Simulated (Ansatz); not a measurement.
**SiH₂S₂: single points off equilibrium**

The atoms stand at a frame of a short trajectory. How far do the functionals agree with CCSD(T) there?

Computed with Ansatz 0.2.0, Gaussian basis. Level: single points in def2-TZVPP.

Cores are frozen in the correlated methods.

### 1 Where the work starts

SMILES `S=[SiH]S`, 5 atoms, charge 0, spin multiplicity 1.

Atoms are counted from 1 here; the program's logs count them from 0.

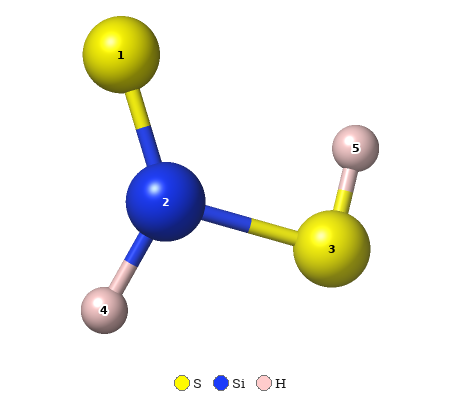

Start geometry, drawn with sulfur yellow, silicon blue, hydrogen pink; atoms are numbered from 1 in the order of the file.

Coordinates:

```csv
atom,x (Å),y (Å),z (Å)
S1,-1.8762,0.6882,0.8164
Si2,-0.5824,-0.3733,-0.2043
S3,1.5992,0.0715,-0.1542
H4,-0.7129,-1.3421,-1.4655
H5,1.3444,1.0556,0.6956
```

### 2 PBE-D4/def2-TZVPP

run/in.yaml

```yaml
crystal:
  periodic: [false, false, false]
  atoms:
    - {symbol: S, position_ang: [-1.876169, 0.688200, 0.816379]}
    - {symbol: Si, position_ang: [-0.582374, -0.373292, -0.204327]}
    - {symbol: S, position_ang: [1.599224, 0.071527, -0.154156]}
    - {symbol: H, position_ang: [-0.712893, -1.342083, -1.465466]}
    - {symbol: H, position_ang: [1.344445, 1.055618, 0.695589]}
basis:
  gaussian: {orbitals: def2-TZVPP}
hamiltonian: {xc: pbe, dispersion: d4}
output: {forces: true}
```

Started as:

```bash
ansatz run in.yaml --threads 2 --pin off --events-out ev --progress --plain --max-ram 3481MiB
```

### 3 r2SCAN-D4/def2-TZVPP

Edit run/in.yaml of step 2 so:

```diff
@@ -10,3 +10,3 @@
   gaussian: {orbitals: def2-TZVPP}
-hamiltonian: {xc: pbe, dispersion: d4}
+hamiltonian: {xc: r2scan, dispersion: d4}
 output: {forces: true}
```

### 4 PBE0-D4/def2-TZVPP

Edit run/in.yaml of step 3 so:

```diff
@@ -10,3 +10,3 @@
   gaussian: {orbitals: def2-TZVPP}
-hamiltonian: {xc: r2scan, dispersion: d4}
-output: {forces: true}
+hamiltonian: {xc: pbe0, dispersion: d4}
+output: {forces: true, orbitals: {seedname: orbitals}}
```

### 5 wB97M-V/def2-TZVPP

Edit run/in.yaml of step 4 so:

```diff
@@ -10,3 +10,3 @@
   gaussian: {orbitals: def2-TZVPP}
-hamiltonian: {xc: pbe0, dispersion: d4}
-output: {forces: true, orbitals: {seedname: orbitals}}
+hamiltonian: {xc: {name: wB97M-V}}
+output: {forces: true}
```

### 6 CCSD(T)/def2-TZVPP

Edit run/in.yaml of step 5 so:

```diff
@@ -10,3 +10,3 @@
   gaussian: {orbitals: def2-TZVPP}
-hamiltonian: {xc: {name: wB97M-V}}
+correlation: {method: ccsd_t}
 output: {forces: true}
```

(Steps that only read results are left out.)

What does the calculation give? Wanted: energy less free atoms, CCSD(T)/def2-TZVPP; RMS force component; RMS force error; HOMO and LUMO, PBE0-D4; T1 diagnostic.

The runs gave:

```
                                  quantity                                                             value
energy less free atoms, CCSD(T)/def2-TZVPP                                                    -1400.4 kJ/mol
                       RMS force component                              0.756 to 0.857 eV/Å over the methods
                           RMS force error  PBE-D4 0.186, r2SCAN-D4 0.090, PBE0-D4 0.125, wB97M-V 0.155 eV/Å
                    HOMO and LUMO, PBE0-D4                                                -7.42 and -2.60 eV
                             T1 diagnostic                                                             0.017
```

**Reading.** Against CCSD(T) the functionals' energies less atoms differ by -94.1 to -55.4 kJ/mol, PBE-D4 by -94.1 kJ/mol. CCSD(T) in triple zeta still lacks some correlation energy of the bonds, so part of these gaps is its own basis error and they don't rank the functionals. The forces of r2SCAN-D4 come nearest to CCSD(T), those of PBE-D4 are farthest. Frozen-core CCSD(T) forces in triple zeta carry basis errors of their own, and this is one geometry, so small gaps rank nothing.
